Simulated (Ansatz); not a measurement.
# wB97M-V/def2-TZVP run of BH2Cl (SMILES BCl)

Aim: the vertical ionisation energy of BH2Cl at wB97M-V/def2-TZVP, from 2 runs. 

Program for the calculation: Ansatz 0.2.0.

44 further runs of the same task are left out: 44 set aside as unsound or not needed.

## Step 1: The molecule

The species is BH2Cl (4 atoms), meant as a singlet with charge 0. SMILES: `BCl`. The coordinates come from a PBE0-D4/def2-TZVP relaxation.

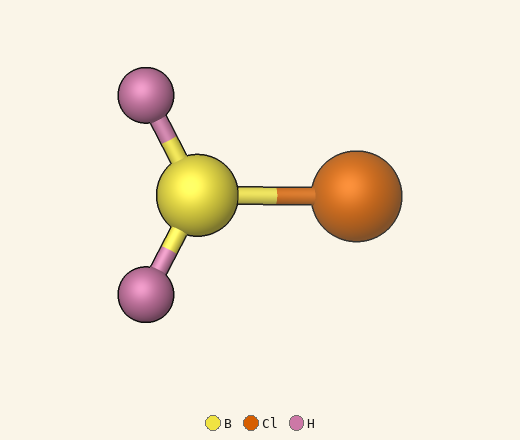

Viewed from a chosen angle; boron yellow, chlorine orange, hydrogen pink.

## Step 2: A single-point energy at wB97M-V/def2-TZVP

File input.yaml:

```yaml
crystal:
  periodic: [false, false, false]
  atoms:
    - {symbol: B, position_ang: [-0.116700, 0.021700, -0.075300]}
    - {symbol: Cl, position_ang: [1.365000, -0.395300, 0.721200]}
    - {symbol: H, position_ang: [-1.106200, -0.559500, 0.240400]}
    - {symbol: H, position_ang: [-0.086600, 0.872800, -0.906600]}
basis:
  gaussian: {orbitals: def2-TZVP}
total_charge: 0
hamiltonian: {xc: {name: wB97M-V}}
accuracy: high
output: {orbitals: {seedname: orbitals}}
```

Command:

```
$ ansatz run input.yaml --threads 1 --pin off --max-ram 3480MiB --events-out events.jsonl --progress --plain --runs-dir runs
```

Log:

```text
Warning: RAYON_NUM_THREADS=1 ignored (pool sized by the plan → 1); use --threads N
Functional definition: wB97M-V
  name "wB97M-V"
  parameter omega = 0.3/bohr
  parameter cx = 0.15
  parameter cx01 = 1.007
  parameter cx10 = 0.259
  parameter css00 = 0.443
  parameter css04 = -1.437
  parameter css10 = -4.535
  parameter css20 = -3.390
  parameter css43 = 4.278
  parameter cos00 = 1.000
  parameter cos10 = 1.358
  parameter cos20 = 2.924
  parameter cos21 = -8.812
  parameter cos60 = -1.390
  parameter cos61 = 9.142
  parameter b = 6.0
  parameter c = 0.01
  gx(w, u) = 1 - cx + cx01*u + cx10*w
  gss(w, u) = css00 + css04*u^4 + css10*w + css20*w^2 + css43*w^4*u^3
  gos(w, u) = cos00 + cos10*w + (cos20 + cos21*u)*w^2 + (cos60 + cos61*u)*w^6
  exchange = spin_sum(e_x_unif_sr(omega)*gx(b97_w, b97_u_x)) + cx*exact_x_sr(omega) + exact_x_lr(omega)
  correlation = spin_sum(e_c_pw_mod_same_spin*gss(b97_w, b97_u_same))
      + integral(e_c_pw_mod_opposite_spin*gos(b97_w_opposite, b97_u_opposite)) + vv10(b, c)
1294 factors; integrals over basis functions are off by at most 4.0e-9 eV
262 factors; integrals over basis functions are off by at most 1.9e-9 eV
mean field evaluation 1: about -13231.0970 eV, gradient 9.1e0 eV
mean field evaluation 2: about -13231.3378 eV, gradient 3.1e0 eV
mean field evaluation 4: about -13231.3594 eV, gradient 2.0e-1 eV
mean field evaluation 8: about -13231.3622 eV, gradient 3.4e-3 eV
mean field evaluation 16: about -13231.3622 eV, gradient 1.3e-6 eV
mean field -13231.36219656 eV, -486.2435921843 hartree, gradient 3.4e-8 eV, S^2 0.000000; 0 other end points of the search recorded, 0 dependent functions left out
reference -13231.36220049 eV, -486.2435923285 hartree; 12, 12 occupied and 68, 68 virtual orbitals, 1294 factors
Total energy: -13231.36220049 eV, -486.2435923285 hartree
```

Run time: 16 s. Hardware: 1 thread of Arm Neoverse V2, shared host; peak memory 0.29 GiB.

## Step 3: The doublet cation

File in.yaml:

```yaml
crystal:
  periodic: [false, false, false]
  atoms:
    - {symbol: B, position_ang: [-0.116700, 0.021700, -0.075300]}
    - {symbol: Cl, position_ang: [1.365000, -0.395300, 0.721200]}
    - {symbol: H, position_ang: [-1.106200, -0.559500, 0.240400]}
    - {symbol: H, position_ang: [-0.086600, 0.872800, -0.906600]}
basis:
  gaussian: {orbitals: def2-TZVP}
total_charge: 1
magnetization: {spin_polarized: true, initial_magnetization: 1}
hamiltonian: {xc: {name: wB97M-V}}
accuracy: high
output: {orbitals: {seedname: orbitals}}
```

Command:

```
$ ansatz run in.yaml --threads 1 --pin off --max-ram 3480MiB --events-out events.jsonl --progress --plain --runs-dir runs
```

Log:

```text
Warning: RAYON_NUM_THREADS=1 ignored (pool sized by the plan → 1); use --threads N
[... 19 set-up lines as earlier in the session ...]
  gx(w, u) = 1 - cx + cx01*u + cx10*w
  gss(w, u) = css00 + css04*u^4 + css10*w + css20*w^2 + css43*w^4*u^3
  gos(w, u) = cos00 + cos10*w + (cos20 + cos21*u)*w^2 + (cos60 + cos61*u)*w^6
[... 2 set-up lines as earlier in the session ...]
      + integral(e_c_pw_mod_opposite_spin*gos(b97_w_opposite, b97_u_opposite)) + vv10(b, c)
1294 factors; integrals over basis functions are off by at most 4.0e-9 eV
262 factors; integrals over basis functions are off by at most 1.9e-9 eV
mean field evaluation 1: about -13218.5392 eV, gradient 1.5e1 eV
mean field evaluation 2: about -13219.1367 eV, gradient 1.3e1 eV
mean field evaluation 4: about -13219.8392 eV, gradient 1.1e0 eV
mean field evaluation 8: about -13219.9249 eV, gradient 8.6e-2 eV
mean field evaluation 16: about -13219.9251 eV, gradient 1.9e-4 eV
mean field evaluation 32: about -13219.7842 eV, gradient 2.3e0 eV
mean field -13219.92513884 eV, -485.8232880654 hartree, gradient 7.2e-8 eV, S^2 0.754548; 2 other end points of the search recorded, 0 dependent functions left out
reference -13219.92514284 eV, -485.8232882121 hartree; 12, 11 occupied and 68, 69 virtual orbitals, 1294 factors
Total energy: -13219.92514284 eV, -485.8232882121 hartree
```

Run time: 38 s. Hardware: 1 thread of Arm Neoverse V2, shared host; peak memory 0.52 GiB.

## Step 4: Results

At wB97M-V/def2-TZVP:

| quantity | value |
| --- | --- |
| singlet BH2Cl: total energy | -486.24359 Eh |
| singlet BH2Cl: HOMO energy | -10.92 eV |
| singlet BH2Cl: LUMO energy | 0.20 eV |
| singlet BH2Cl: HOMO–LUMO gap | 11.13 eV |
| doublet cation: total energy | -485.82329 Eh |
| doublet cation: HOMO energy (highest over α and β) | -19.65 eV |
| doublet cation: LUMO energy (lowest over α and β) | -11.96 eV |
| doublet cation: ⟨S²⟩ | 0.755 |
| vertical ionisation energy (to the doublet cation) | 11.437 eV |

What this shows: The vertical ionisation energy comes to 11.44 eV (1104 kJ/mol). −ε(HOMO) before ionisation, 10.92 eV, is 0.51 eV below this ionisation energy.
